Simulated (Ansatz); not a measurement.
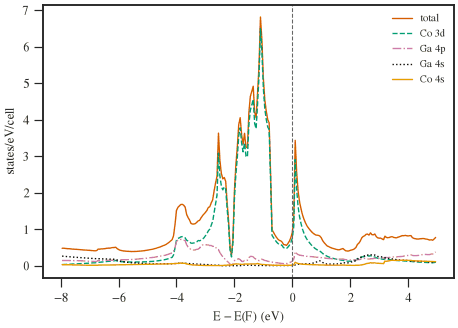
*Total and projected density of states of GaCo (CsCl type, Pm-3m), plane-wave PAW PBE (Ansatz code)*

Q: Which orbitals carry the states next to the Fermi level?

A: Within 0.5 eV of the Fermi level: Co 3d 79 %, Ga 4p 15 %. Projections are on Löwdin-orthogonalised atomic valence shells; empty p or d shells of many metals are not among them.

Q: Where is the tallest occupied peak in this window, and what makes it?

A: Near -1.1 eV, about 6.8 states/eV per cell; the largest projected share is Co 3d.

Symmetry was held in the PBE relaxation. The workflow began spin-polarised and lost its moments. The cell computed holds one magnetic atom, so no antiferromagnetic order was within reach. Spin–orbit coupling is left out wherever it is not named.

Potentials: the later of the program's two PAW sets.
